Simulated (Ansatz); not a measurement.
The starting structures come from a database of crystals and need not be the phases stable at ambient conditions.

 Where the default PAW files enter, the runs use the earlier of Ansatz's two default sets.

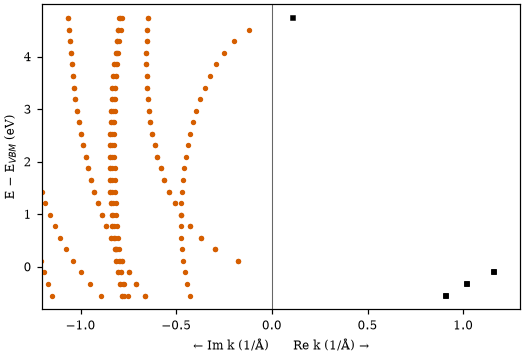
Complex bands at the centre of the two-dimensional zone; r2SCAN (Ansatz, a first-principles code)

The gap is the functional's own. No spin-orbit coupling. Mid-gap values are interpolated on the energy grid.

Q: This is KZnF₃ (Pm-3m, cubic perovskite, not sure to be the ambient phase, 5 atoms a cell, 13.3 Å³ an atom) along the normal of (111). Read off the slowest decay at the centre of the two-dimensional zone at 2.31 eV, the computed energy nearest the middle of the gap.

A: κ ≈ 0.44 1/Å, a decay length 1/(2κ) of the density of 1.1 Å.
